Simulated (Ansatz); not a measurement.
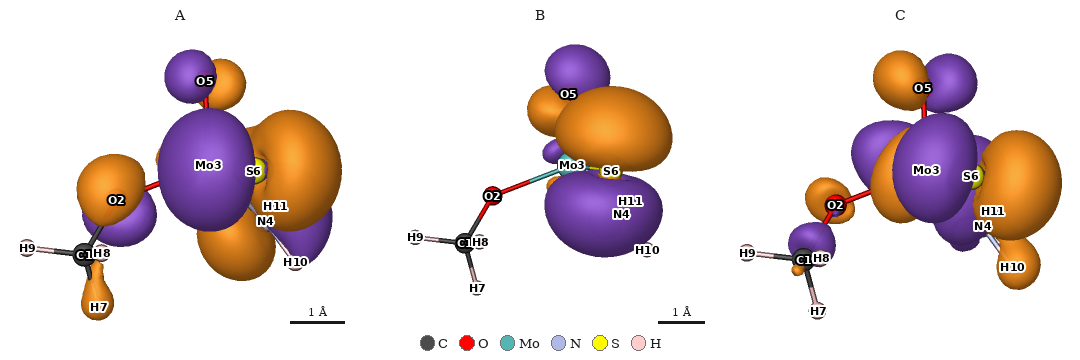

Figure 1: CH5MoNO2S (SMILES C[O][Mo]([NH2])(=[O])=[S]). Three frontier orbitals at ±0.1 Å⁻³ᐟ² (orange and purple are the two phases), in no order.

Geometry: PBE0-D4/def2-TZVP; core potentials replace the inner electrons of Mo.

Method: Ansatz, RKS PBE0-D4/def2-TZVPP.

Input file:

```
crystal:
  periodic: [false, false, false]
  atoms:
    - {symbol: C, position_ang: [-1.200919, -1.597715, 0.172321]}
    - {symbol: O, position_ang: [-0.931438, -0.404405, -0.520893]}
    - {symbol: Mo, position_ang: [0.015148, 1.131272, -0.105604]}
    - {symbol: N, position_ang: [1.888007, 0.874706, -0.436474]}
    - {symbol: O, position_ang: [-0.532832, 2.378371, -1.077190]}
    - {symbol: S, position_ang: [-0.242779, 1.532019, 1.960174]}
    - {symbol: H, position_ang: [-0.319163, -2.245969, 0.173332]}
    - {symbol: H, position_ang: [-1.487837, -1.384632, 1.206733]}
    - {symbol: H, position_ang: [-2.019327, -2.114620, -0.334136]}
    - {symbol: H, position_ang: [2.553074, 0.562671, 0.254722]}
    - {symbol: H, position_ang: [2.343266, 1.211102, -1.272384]}
basis:
  gaussian: {orbitals: def2-TZVPP}
hamiltonian: {xc: pbe0, dispersion: d4}
output: {orbitals: {seedname: orbitals}}
```

Run with:

```sh
ansatz run in.yaml --threads 4 --pin off --events-out ev --progress --plain --max-ram 11315MiB
```

Q: Order the three orbitals by energy and name them.

A: A is the HOMO−1 (−7.77 eV). Its weight (Hirshfeld) is mainly on S6 (about 45 %), N4 (about 20 %), Mo3 (about 15 %) and O2 (about 10 %); largely a combination of lone pairs on S6, N4 and O2. B is the HOMO (−7.46 eV). By Hirshfeld shares it lies mainly on S6 (about 70 %), O5 (about 15 %) and Mo3 (about 10 %); largely a lone pair of S6. C is the LUMO (−2.58 eV). By Hirshfeld shares it lies mainly on Mo3 (about 50 %), S6 (about 30 %) and O5 (about 10 %).

Q: What is the HOMO–LUMO gap?

A: 4.88 eV between the orbital energies.
